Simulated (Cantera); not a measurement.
Charge: 1 mol SiCl4, 8.8 mol H2, equilibrated at 29.0 bar.

Cantera equilibrium calculation (NASA polynomials, part measured and part estimated; ideal gas, pure solids and liquids). Candidate condensed phases: Si; 19 gas species. The tables' values for SiCl3 are old estimates; treat these amounts as uncertain. Rates play no part.

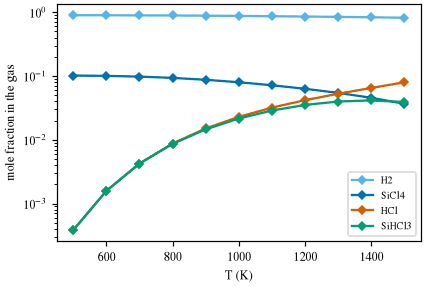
Figure. Equilibrium gas composition (values under 1e-9 drawn at 1e-9)

Question: Read off the mole fractions at 600 K.

Answer: H2 about 0.90, SiCl4 about 0.10, HCl about 0.0016, SiHCl3 about 0.0016.
